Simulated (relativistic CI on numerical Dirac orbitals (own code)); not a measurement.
**B³⁺: one ion under different settings**

How much do the settings matter for B³⁺? One ion, several inputs.

The numbers are computed with relativistic CI on numerical Dirac orbitals (own code) version 3 (Dirac-Coulomb-Breit CI, KLI orbitals optimised for each configuration, model QED (radiative potential, 1s self-energy scaled to tabulated hydrogen-like ionisation energies), numerical settings as typed), except any that are marked as measured or tabulated.

## 1. What is computed

| Property | Result |
| --- | --- |
| ion | B³⁺ (B IV) |
| nuclear charge | 5 |
| electrons | 2 |
| isotope | A = 11 |

## 2. Usual settings

Input settings:

```ini
atom B  Z=5  charge=3  electrons=2
nucleus A=11  rms_radius_fm=2.4060
hamiltonian dirac-coulomb  breit=on  qed=on  c_scale=1
orbitals kli  potential=per-configuration
slater_scale 1
correlation none
mixing on
grid step=0.0125 r_max=19.8
scf mixing=0.4 start=green max_iterations=150 tolerance=2e-08 node_fill=0.05
configurations
  1s2
  1s 2s
  1s 2p
end
```

On the command line:

```
python run_levels.py task.json out
```

The settings of every run stand in task.json; they run in order.

Results of the run (chosen fields of its result record, rounded):

```text
status: converged
levels [i, E_cm, J2, conf, term, w_term, w_jj]:
  - [0, 0, 0, "1s2", "1S", 1, 1]
  - [1, 1592525.4, 2, "1s 2s", "3S", 1, 1]
  - [2, 1627739.6, 0, "1s 2s", "1S", 1, 1]
  - [3, 1628099.3, 2, "1s 2p", "3P*", 1, 0.6693]
  - [4, 1628117.2, 0, "1s 2p", "3P*", 1, 1]
  - [5, 1628150.4, 4, "1s 2p", "3P*", 1, 1]
  - [6, 1652282.5, 2, "1s 2p", "1P*", 1, 0.6693]
total_energy [Ha]: -21.990968484
n_levels_all: 7
overlap: 1.14758e-14
scf_iterations: [8, 8, 8]
orbital_energies [Ha]: {"1s": -9.54479}
configurations [conf, odd, states, E_av_Ha, breit_Ha, qed_Ha]:
  - ["1s2", 0, 1, -21.99314607, 0.001369, 0.0008085]
  - ["1s 2s", 0, 4, -14.69496652, 5.638e-05, 0.0004969]
  - ["1s 2p", 1, 12, -14.54530485, 6.709e-05, 0.0004571]
scf_steps of the first configuration [iteration, E_Ha, residual, outer_eigenvalue_Ha]:
  - [1, -21.88935197, 0.482, -11.5]
  - [2, -21.95764288, 0.281, -10.66]
  - [3, -21.99308688, 0.00517, -9.534]
  - [4, -21.99314108, 0.00267, -9.555]
  - [5, -21.99314606, 5.64e-05, -9.545]
  - [6, -21.99314607, 1.93e-05, -9.545]
  - [7, -21.99314607, 7.28e-08, -9.545]
  - [8, -21.99314607, 1.19e-08, -9.545]
```

Wall time 0.074 s (1 thread, shared host).

## 3. Breit term off, QED terms off

Changes to the settings of step 2:

```diff
@@ -2,3 +2,3 @@
 nucleus A=11  rms_radius_fm=2.4060
-hamiltonian dirac-coulomb  breit=on  qed=on  c_scale=1
+hamiltonian dirac-coulomb  breit=off  qed=off  c_scale=1
 orbitals kli  potential=per-configuration
```

Result record:

```text
status: converged
levels [i, E_cm, J2, conf, term, w_term]:
  - [0, 0, 0, "1s2", "1S", 1]
  - [1, 1592894.3, 2, "1s 2s", "3S", 1]
  - [2, 1628058.9, 0, "1s 2s", "1S", 1]
  - [3, 1628408.5, 0, "1s 2p", "3P*", 1]
  - [4, 1628446.6, 2, "1s 2p", "3P*", 1]
  - [5, 1628523.2, 4, "1s 2p", "3P*", 1]
  - [6, 1652668.3, 2, "1s 2p", "1P*", 1]
total_energy [Ha]: -21.993146066
n_levels_all: 7
overlap: 1.14758e-14
scf_iterations: [8, 8, 8]
orbital_energies [Ha]: {"1s": -9.54479}
configurations [conf, odd, states, E_av_Ha, breit_Ha, qed_Ha]:
  - ["1s2", 0, 1, -21.99314607, 0, 0]
  - ["1s 2s", 0, 4, -14.69496652, 0, 0]
  - ["1s 2p", 1, 12, -14.54530485, 0, 0]
scf_steps of the first configuration [iteration, E_Ha, residual, outer_eigenvalue_Ha]:
  - [1, -21.88935197, 0.482, -11.5]
  - [2, -21.95764288, 0.281, -10.66]
  - [3, -21.99308688, 0.00517, -9.534]
  - [4, -21.99314108, 0.00267, -9.555]
  - [5, -21.99314606, 5.64e-05, -9.545]
  - [6, -21.99314607, 1.93e-05, -9.545]
  - [7, -21.99314607, 7.28e-08, -9.545]
  - [8, -21.99314607, 1.19e-08, -9.545]
```

It took 0.036 s on 1 thread, shared host.

## 4. Grid step 0.04

Input settings:

```ini
atom B  Z=5  charge=3  electrons=2
nucleus A=11  rms_radius_fm=2.4060
hamiltonian dirac-coulomb  breit=on  qed=on  c_scale=1
orbitals kli  potential=per-configuration
slater_scale 1
correlation none
mixing on
grid step=0.04 r_max=19.8
scf mixing=0.4 start=green max_iterations=150 tolerance=2e-08 node_fill=0.05
configurations
  1s2
  1s 2s
  1s 2p
end
```

Result record:

```text
status: converged
levels [i, E_cm, J2, conf, term, w_term]:
  - [0, 0, 0, "1s2", "1S", 1]
  - [1, 1592525.2, 2, "1s 2s", "3S", 1]
  - [2, 1627739.3, 0, "1s 2s", "1S", 1]
  - [3, 1628099.1, 2, "1s 2p", "3P*", 1]
  - [4, 1628116.9, 0, "1s 2p", "3P*", 1]
  - [5, 1628150.1, 4, "1s 2p", "3P*", 1]
  - [6, 1652282.3, 2, "1s 2p", "1P*", 1]
total_energy [Ha]: -21.990965037
n_levels_all: 7
overlap: 2.39077e-11
scf_iterations: [8, 8, 8]
orbital_energies [Ha]: {"1s": -9.54479}
configurations [conf, odd, states, E_av_Ha, breit_Ha, qed_Ha]:
  - ["1s2", 0, 1, -21.99314263, 0.001369, 0.0008085]
  - ["1s 2s", 0, 4, -14.69496429, 5.638e-05, 0.0004969]
  - ["1s 2p", 1, 12, -14.54530265, 6.709e-05, 0.0004571]
scf_steps of the first configuration [iteration, E_Ha, residual, outer_eigenvalue_Ha]:
  - [1, -21.88934854, 0.482, -11.5]
  - [2, -21.95763945, 0.281, -10.66]
  - [3, -21.99308344, 0.00517, -9.534]
  - [4, -21.99313765, 0.00267, -9.555]
  - [5, -21.99314263, 5.64e-05, -9.545]
  - [6, -21.99314263, 1.93e-05, -9.545]
  - [7, -21.99314263, 7.28e-08, -9.545]
  - [8, -21.99314263, 1.19e-08, -9.545]
```

It took 0.043 s on 1 thread, shared host.

## 5. Grid step 0.006

Changes to the settings of step 4:

```diff
@@ -7,3 +7,3 @@
 mixing on
-grid step=0.04 r_max=19.8
+grid step=0.006 r_max=19.8
 scf mixing=0.4 start=green max_iterations=150 tolerance=2e-08 node_fill=0.05
```

Result record:

```text
status: converged
levels [i, E_cm, J2, conf, term, w_term]:
  - [0, 0, 0, "1s2", "1S", 1]
  - [1, 1592525.5, 2, "1s 2s", "3S", 1]
  - [2, 1627739.7, 0, "1s 2s", "1S", 1]
  - [3, 1628099.4, 2, "1s 2p", "3P*", 1]
  - [4, 1628117.2, 0, "1s 2p", "3P*", 1]
  - [5, 1628150.5, 4, "1s 2p", "3P*", 1]
  - [6, 1652282.6, 2, "1s 2p", "1P*", 1]
total_energy [Ha]: -21.990969317
n_levels_all: 7
overlap: 7.21013e-15
scf_iterations: [8, 8, 8]
orbital_energies [Ha]: {"1s": -9.54479}
configurations [conf, odd, states, E_av_Ha, breit_Ha, qed_Ha]:
  - ["1s2", 0, 1, -21.9931469, 0.001369, 0.0008085]
  - ["1s 2s", 0, 4, -14.69496706, 5.638e-05, 0.0004969]
  - ["1s 2p", 1, 12, -14.54530538, 6.709e-05, 0.0004571]
scf_steps of the first configuration [iteration, E_Ha, residual, outer_eigenvalue_Ha]:
  - [1, -21.8893528, 0.482, -11.5]
  - [2, -21.95764372, 0.281, -10.66]
  - [3, -21.99308771, 0.00517, -9.534]
  - [4, -21.99314191, 0.00267, -9.555]
  - [5, -21.9931469, 5.64e-05, -9.545]
  - [6, -21.9931469, 1.93e-05, -9.545]
  - [7, -21.9931469, 7.28e-08, -9.545]
  - [8, -21.9931469, 1.19e-08, -9.545]
```

It took 0.15 s on 1 thread, shared host.

## 6. QED terms off

Input settings:

```ini
atom B  Z=5  charge=3  electrons=2
nucleus A=11  rms_radius_fm=2.4060
hamiltonian dirac-coulomb  breit=on  qed=off  c_scale=1
orbitals kli  potential=per-configuration
slater_scale 1
correlation none
mixing on
grid step=0.0125 r_max=19.8
scf mixing=0.4 start=green max_iterations=150 tolerance=2e-08 node_fill=0.05
configurations
  1s2
  1s 2s
  1s 2p
end
```

Result record:

```text
status: converged
levels [i, E_cm, J2, conf, term, w_term]:
  - [0, 0, 0, "1s2", "1S", 1]
  - [1, 1592593.8, 2, "1s 2s", "3S", 1]
  - [2, 1627808, 0, "1s 2s", "1S", 1]
  - [3, 1628176.6, 2, "1s 2p", "3P*", 1]
  - [4, 1628194.5, 0, "1s 2p", "3P*", 1]
  - [5, 1628227.4, 4, "1s 2p", "3P*", 1]
  - [6, 1652359.7, 2, "1s 2p", "1P*", 1]
total_energy [Ha]: -21.99177696
n_levels_all: 7
overlap: 1.14758e-14
scf_iterations: [8, 8, 8]
orbital_energies [Ha]: {"1s": -9.54479}
configurations [conf, odd, states, E_av_Ha, breit_Ha, qed_Ha]:
  - ["1s2", 0, 1, -21.99314607, 0.001369, 0]
  - ["1s 2s", 0, 4, -14.69496652, 5.638e-05, 0]
  - ["1s 2p", 1, 12, -14.54530485, 6.709e-05, 0]
scf_steps of the first configuration [iteration, E_Ha, residual, outer_eigenvalue_Ha]:
  - [1, -21.88935197, 0.482, -11.5]
  - [2, -21.95764288, 0.281, -10.66]
  - [3, -21.99308688, 0.00517, -9.534]
  - [4, -21.99314108, 0.00267, -9.555]
  - [5, -21.99314606, 5.64e-05, -9.545]
  - [6, -21.99314607, 1.93e-05, -9.545]
  - [7, -21.99314607, 7.28e-08, -9.545]
  - [8, -21.99314607, 1.19e-08, -9.545]
```

Wall time 0.034 s (1 thread, shared host).

## 7. Tolerance 0.3

Input settings:

```ini
atom B  Z=5  charge=3  electrons=2
nucleus A=11  rms_radius_fm=2.4060
hamiltonian dirac-coulomb  breit=on  qed=on  c_scale=1
orbitals kli  potential=per-configuration
slater_scale 1
correlation none
mixing on
grid step=0.0125 r_max=19.8
scf mixing=0.4 start=green max_iterations=98 tolerance=0.3 node_fill=0.05
configurations
  1s2
  1s 2s
  1s 2p
end
```

Result record:

```text
status: converged
levels [i, E_cm, J2, conf, term, w_term]:
  - [0, 0, 0, "1s2", "1S", 0.9981]
  - [1, 1590262.2, 2, "1s 2s", "3S", 1]
  - [2, 1629324, 2, "1s 2p", "3P*", 1]
  - [3, 1629354.2, 4, "1s 2p", "3P*", 1]
  - [4, 1629366.4, 0, "1s 2p", "3P*", 1]
  - [5, 1636048.6, 0, "1s 2s", "1S", 0.9981]
  - [6, 1661995.5, 2, "1s 2p", "1P*", 1]
total_energy [Ha]: -21.969041891
n_levels_all: 7
overlap: 7.76864e-15
scf_iterations: [2, 1, 1]
orbital_energies [Ha]: {"1s": -10.6639}
configurations [conf, odd, states, E_av_Ha, breit_Ha, qed_Ha]:
  - ["1s2", 0, 1, -21.95764288, 0.001532, 0.0008737]
  - ["1s 2s", 0, 4, -14.67479314, 7.171e-05, 0.0005142]
  - ["1s 2p", 1, 12, -14.50819032, 9.385e-05, 0.0004618]
scf_steps of the first configuration [iteration, E_Ha, residual, outer_eigenvalue_Ha]:
  - [1, -21.88935197, 0.482, -11.5]
  - [2, -21.95764288, 0.281, -10.66]
```

It took 0.067 s on 1 thread, shared host.

A bad setting: its result is shown only for the comparison.

## 8. Comparison

| setting | total energy less usual (Ha) | largest shift of a level among the lowest eight of both runs, same label and place (cm⁻¹) | SCF iterations | time | lowest level | kind of change |
| --- | --- | --- | --- | --- | --- | --- |
| usual | 0 | 0 | 24 | 0.074 s | 1s2 1S0 | - |
| Breit term off, QED terms off | -0.00218 | 386 | 24 | 0.036 s | 1s2 1S0 | model term |
| grid step 0.04 | 3.45e-06 | 0.275 | 24 | 0.043 s | 1s2 1S0 | numerical |
| grid step 0.006 | -8.33e-07 | 0.0660 | 24 | 0.15 s | 1s2 1S0 | numerical |
| QED terms off | -0.000808 | 77.3 | 24 | 0.034 s | 1s2 1S0 | model term |
| tolerance 0.3 | 0.0219 | 9710 | 4 | 0.067 s | 1s2 1S0 | unsound |

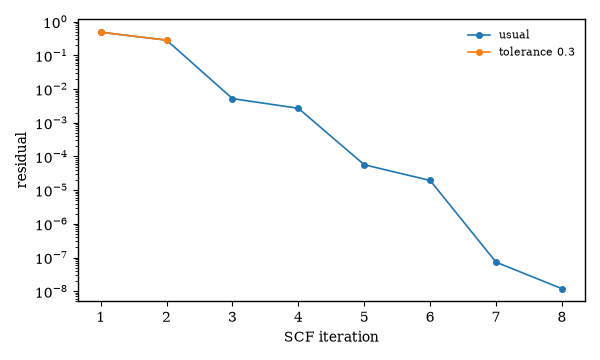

Residual of the first configuration's SCF.

## 9. What came out

| quantity | value |
| --- | --- |
| lowest level, usual settings | 1s2 1S0 |
| total energy | -21.9910 Ha |
| first excitation | 197.45 eV |

Among the runs whose levels can be followed, they move most under «tolerance 0.3» (unsound), by up to 9710 cm⁻¹. No visible change in the result comes from «grid step 0.04» or «grid step 0.006». Only the listed configurations are in the model. Near neutrality, missing correlation can shift configurations against each other by thousands of cm⁻¹.
